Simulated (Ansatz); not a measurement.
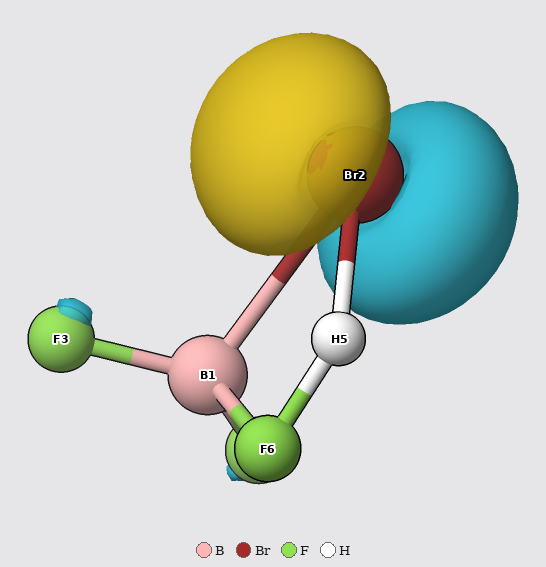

*BBrF$_{3}$H. The HOMO at ±0.2 Å⁻³ᐟ² (yellow and cyan are the two phases), seen at an oblique angle.*

A transition-state structure; geometry: PBE0-D4/def2-TZVP.

Method: RKS PBE0-D4/def2-TZVPP in Ansatz 0.2.0.

The calculation's input:

```
crystal:
  periodic: [false, false, false]
  atoms:
    - {symbol: B, position_ang: [-0.475934, -0.124728, -0.223316]}
    - {symbol: Br, position_ang: [0.468266, 0.174293, 1.748247]}
    - {symbol: F, position_ang: [-0.789680, -1.390334, -0.406507]}
    - {symbol: F, position_ang: [-1.338002, 0.836449, -0.481639]}
    - {symbol: H, position_ang: [1.250106, 0.315207, 0.218804]}
    - {symbol: F, position_ang: [0.885243, 0.189113, -0.855589]}
basis:
  gaussian: {orbitals: def2-TZVPP}
hamiltonian: {xc: pbe0, dispersion: d4}
output: {orbitals: {seedname: orbitals}}
```

Run with:

```sh
ansatz run in.yaml --threads 4 --pin off --events-out ev --progress --plain --max-ram 9574MiB
```

**What is the character of this orbital?**

Its weight (Hirshfeld) is mainly on Br2 (about 90 %); largely a lone pair of Br2. Its energy is −9.14 eV.
